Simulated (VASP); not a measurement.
Band structure of MnF$_{2}$ (rutile). These are vdW-DF-cx, VASP's PBE PAW potentials (set 64) (plane waves; VASP) values and carry that method's errors.

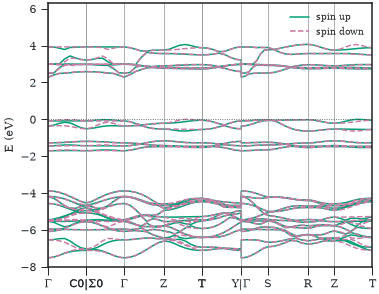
Figure: Bands along high-symmetry lines, zero at the valence-band maximum or, without a gap, the Fermi level

**Question.** Read the plot: is there a gap, and where are the band edges?

**Answer.** The gap is indirect, 2.29 eV, from the valence maximum at Z-A0 at 0.57 to the conduction minimum at Γ. (Edges off the drawn lines would not show.)

The compound is MnF2 in the rutile structure. It was relaxed first.
